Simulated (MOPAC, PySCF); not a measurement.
Potential energy curve for COS, SMILES O=C=S. The C2–S3 bond (C2 also carries O; S3 carries nothing else) is stretched with both fragments frozen at the PBE0/def2-TZVP optimised geometry.

```
3

O      0.0000     0.0000    -1.1524
C      0.0000     0.0000     0.0000
S      0.0000     0.0000     1.5576
```

- PM7, restricted, heats of formation (MOPAC)
- UKS-B3LYP = unrestricted B3LYP/cc-pVTZ in PySCF
- UMP2/3-21G = unrestricted MP2 (frozen core)/3-21G (PySCF)
- UKS-B3LYP/3-21G = unrestricted B3LYP/3-21G in PySCF

Energies are in eV, each relative to the lowest point of its own curve near equilibrium.

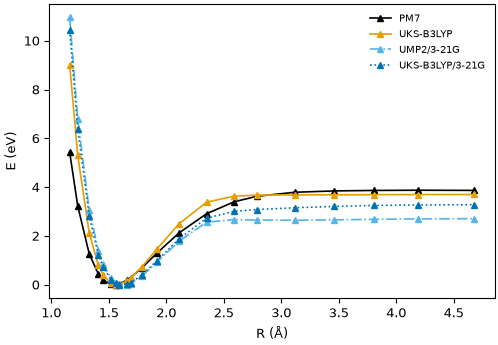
Figure. Energy against bond length for each method.

| R / Å | PM7 | UKS-B3LYP | UMP2/3-21G | UKS-B3LYP/3-21G |
|---|---|---|---|---|
| 1.16 | 5.426 | 9.020 | 10.955 | 10.431 |
| 1.23 | 3.227 | 5.301 | 6.790 | 6.383 |
| 1.33 | 1.263 | 2.118 | 3.076 | 2.812 |
| 1.41 | 0.430 | 0.788 | 1.393 | 1.225 |
| 1.45 | 0.197 | 0.404 | 0.852 | 0.727 |
| 1.52 | 0.009 | 0.056 | 0.263 | 0.201 |
| 1.56 | 0.000 | 0.000 | 0.086 | 0.054 |
| 1.59 | 0.030 | 0.010 | 0.013 | 0.000 |
| 1.66 | 0.192 | 0.163 | 0.000 | 0.021 |
| 1.69 | 0.292 | 0.271 | 0.047 | 0.078 |
| 1.79 | 0.700 | 0.744 | 0.357 | 0.404 |
| 1.92 | 1.301 | 1.472 | 0.937 | 0.988 |
| 2.11 | 2.119 | 2.492 | 1.775 | 1.873 |
| 2.35 | 2.907 | 3.382 | 2.564 | 2.728 |
| 2.59 | 3.399 | 3.630 | 2.666 | 3.006 |
| 2.79 | 3.626 | 3.672 | 2.652 | 3.082 |
| 3.12 | 3.790 | 3.680 | 2.642 | 3.154 |
| 3.46 | 3.844 | 3.684 | 2.659 | 3.210 |
| 3.81 | 3.864 | 3.689 | 2.681 | 3.247 |
| 4.19 | 3.873 | 3.694 | 2.697 | 3.269 |
| 4.68 | 3.866 | 3.698 | 2.708 | 3.280 |

At the longest distance, 4.68 Å, PM7 lies highest above its minimum (3.866 eV) and UMP2/3-21G lowest (2.708 eV).

The restricted form behind PM7 keeps the bonding electrons paired and can't separate into open-shell fragments. The unrestricted determinant behind UKS-B3LYP, UMP2/3-21G, UKS-B3LYP/3-21G is spin-contaminated at 2.35 to 4.68 Å (<S²> up to 1.0, against 0.00 for a pure singlet). The unrestricted solution behind UKS-B3LYP/3-21G changes between 2.35 and 2.59 Å, which can leave a kink.
